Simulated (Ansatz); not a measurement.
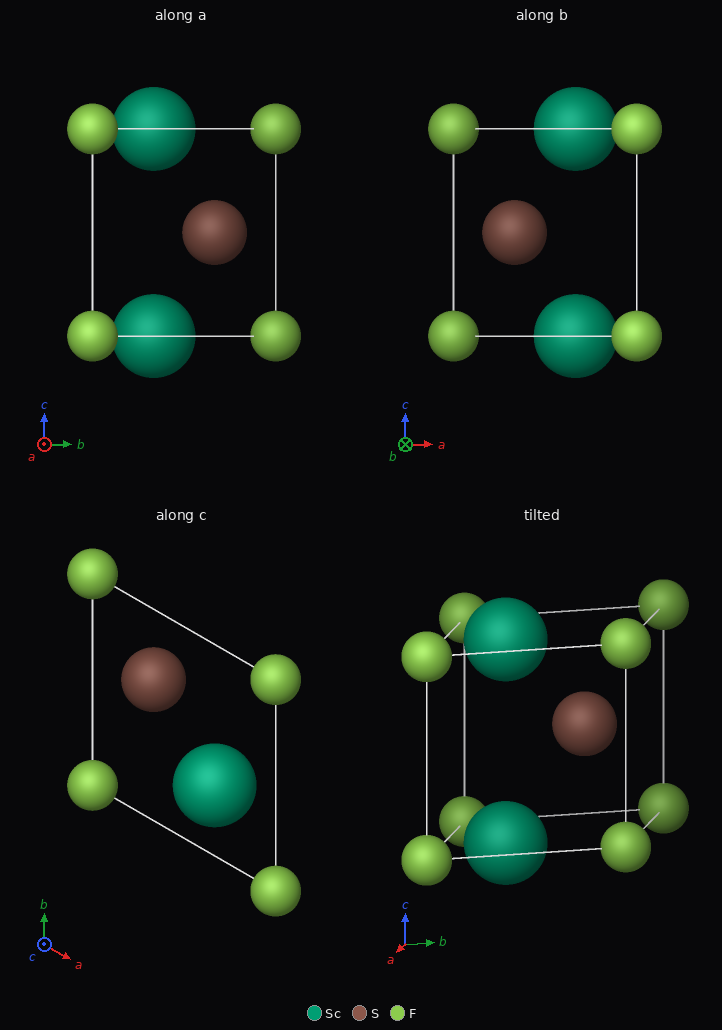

We look at a spheres-only model of the crystal along the a axis, along the b axis, along the c axis and slightly off an axis. The conventional unit cell is drawn as a box.

Lattice parameters: a = 3.686 Å, b = 3.686 Å, c = 3.611 Å, α = 90.00°, β = 90.00°, γ = 120.00°. Put a along x and b in the xy plane.

Transcribe the picture into a POSCAR file.

```
Sc S F
1.0
     3.686    0.000    0.000
    -1.843    3.192    0.000
     0.000    0.000    3.611
Sc S F
1 1 1
Direct
  0.6667 0.3333 0.0000
  0.3333 0.6667 0.5000
  0.0000 0.0000 0.0000
```

The cell started as a structure type filled with these elements by a generator (whether the compound takes this form wasn't checked). Earlier steps of the study may have refined or changed the cell and positions. It was run through Ansatz as a DFT input.
